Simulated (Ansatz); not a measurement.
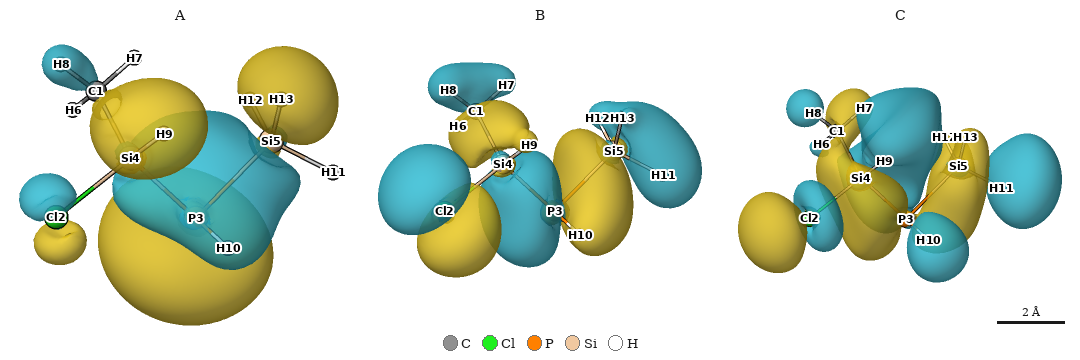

Figure 1: CH$_{8}$ClPSi$_{2}$. Three frontier orbitals at ±0.05 Å⁻³ᐟ² (yellow and cyan are the two phases), in no order.

Geometry: B3LYP-D3(BJ)/def2-SVP.

These are results of isolated molecule in a Gaussian basis; Kohn-Sham density functional theory, functional PBE0 (Ansatz), not measurements.

```xyz
13

C    -0.2411    0.7472    2.4802
Cl    1.0722   -1.5864    0.6726
P    -2.3380   -0.7969    0.3200
Si   -0.2670    0.0148    0.7568
Si   -3.3773    1.2293    0.3026
H    -0.5904    0.0086    3.2183
H    -0.8957    1.6325    2.5365
H     0.7809    1.0542    2.7524
H     0.1830    1.0069   -0.2575
H    -2.1455   -0.8437   -1.0954
H    -4.6330    1.1095   -0.4901
H    -3.7109    1.5750    1.7137
H    -2.5405    2.3284   -0.2661
```

Question: Order the three orbitals by energy and name them.

Answer: B is the HOMO−1 (−8.41 eV). By Hirshfeld shares it lies mainly on Cl2 (about 30 %), P3 (about 30 %), Si5 (about 15 %) and Si4 (about 10 %). A is the HOMO (−7.57 eV). Its weight (Hirshfeld) is mainly on P3 (about 65 %), Si4 (about 10 %) and Si5 (about 10 %). C is the LUMO (−0.39 eV). By Hirshfeld shares it lies mainly on Si4 (about 25 %), Si5 (about 20 %), P3 (about 15 %), Cl2 (about 15 %) and H11 (about 10 %).

Question: What is the HOMO–LUMO gap?

Answer: 7.18 eV between the orbital energies.
